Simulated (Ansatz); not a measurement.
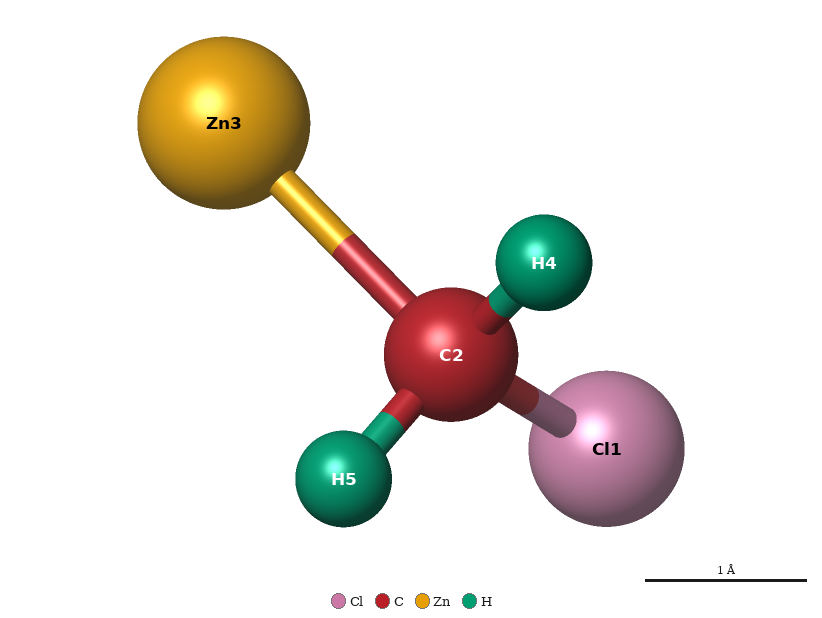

The atoms are numbered. The species has charge +1 and is a spin singlet. The geometry was computed by an optimisation with PBE-D4/def2-SVP. No frequency run is at hand to confirm it as a minimum.

What is the geometry at C2?

C2 has 4 neighbours (Cl1 at 1.71, Zn3 at 2.09, H4 at 1.11, H5 at 1.11 Å); the arrangement is tetrahedral.
